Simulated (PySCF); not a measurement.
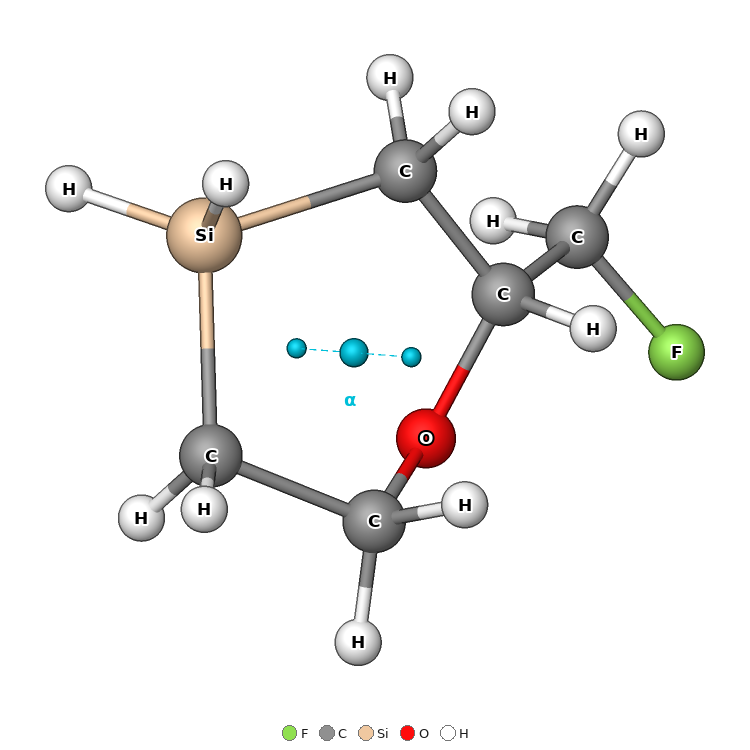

The small points mark where nucleus-independent chemical shifts (NICS) were computed: at the centre of each lettered ring and 1 Å above and below it. Geometry: a frame of a GFN2-xTB molecular-dynamics simulation, not a minimum. Level of theory: GIAO PBE0/pcSseg-1 NMR shielding, non-relativistic, gas phase (PySCF 2.14.0).

Give NICS(0), NICS(1) and the out-of-plane component NICS(1)zz for each ring (means of the two sides).

```json
{"ring": "α", "members": "C4OSi", "NICS(0)": "−2.1", "NICS(1)": "−2.0", "NICS(1)zz": "3.0"}
```

Values in ppm.

> What do the values say about the ring currents?

Ring α: weak, as in a non-aromatic ring. NICS is one index among several.
